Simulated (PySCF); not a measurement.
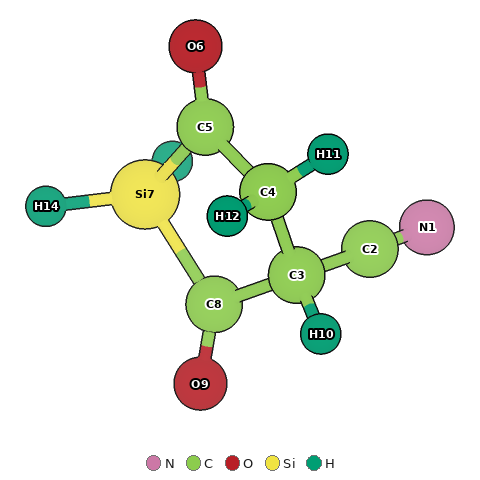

The molecule: C₅H₅NO₂Si, SMILES N#C[C@H]1CC(=O)[SiH2]C1=O.

Kohn-Sham orbital energies near the frontier, CAM-B3LYP/def2-SVPD in PySCF, at a GFN2-xTB geometry (no frequency check), isolated molecule; empty levels in grey, levels within 0.03 eV side by side.

Where do the frontier orbitals lie?

Answer. HOMO at −8.67 eV, LUMO at −1.63 eV, 7.04 eV apart.

On which atoms do HOMO and LUMO mostly sit?

Answer. HOMO: O6 30 %, O9 20 %, Si7 14 %. LUMO: C8 20 %, O9 16 %, C5 14 % (Löwdin shares).

List the levels with the atoms that carry most of them (a dash for levels above zero or within 0.03 eV of another, where shares mean little).

Answer.
```
orbital  energy (eV)               Löwdin shares
 LUMO+1        −0.40   C5 23 %, O6 20 %, C8 16 %
   LUMO        −1.63   C8 20 %, O9 16 %, C5 14 %
   HOMO        −8.67  O6 30 %, O9 20 %, Si7 14 %
 HOMO−1        −9.58  O9 28 %, O6 21 %, Si7 10 %
 HOMO−2       −11.57    N1 43 %, C2 32 %, C3 8 %
```

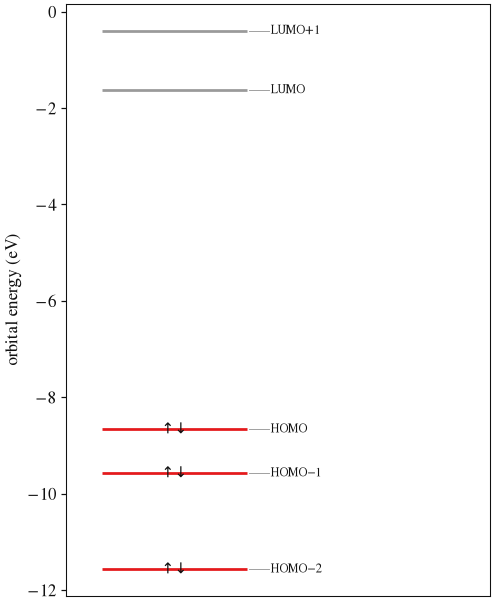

Note: the tight-binding geometry is rougher than a DFT one and adds to the error; one conformer of a flexible molecule; empty levels above zero depend strongly on the basis.
